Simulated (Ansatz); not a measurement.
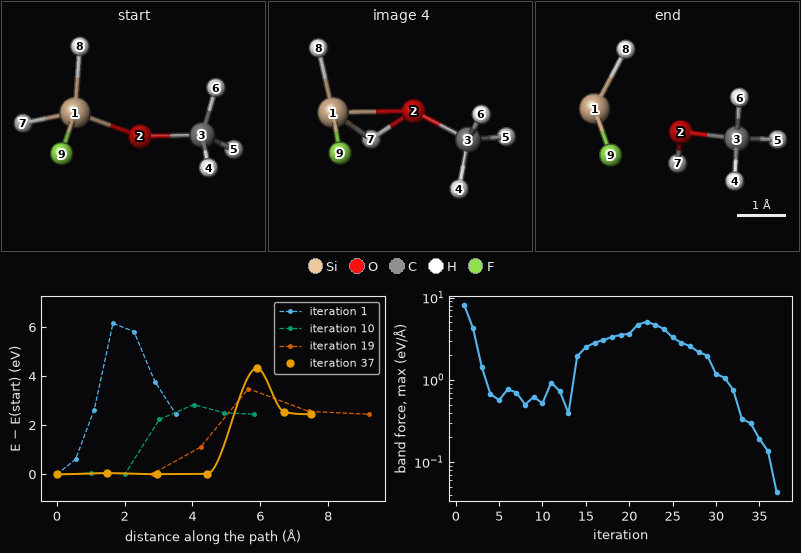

A nudged-elastic-band calculation for CH5FOSi. Images are numbered from 0 (start) to 6 (end). The plot follows the band through its iterations. The picture is a ball-and-stick view, seen from a free direction.

These are results of RHF/def2-SVP (Ansatz), not measurements. Run with 5 movable images; climbing image; force threshold 0.05 eV/Å; iteration limit 60; starting path through a guess of the saddle point.

### Judge this run.

The run is converged, with reservations. The band converged in 37 iterations. The largest component of the band force went from 8.1 to 0.043 eV/Å. The climbing image converged on the top of the path. Its vibrational analysis gives one imaginary mode (2086i cm⁻¹), as a transition state must have. The first iteration put the highest image at 6.16 eV. The highest point, image 4, lies 4.33 eV above the start and 1.88 eV above the end; the end is at +2.45 eV relative to the start.

Limits of the set-up: Hartree-Fock leaves out electron correlation.

The run took 3.2 min on 1 thread of Arm Neoverse V2, on a shared host, peak memory 0.15 GiB.
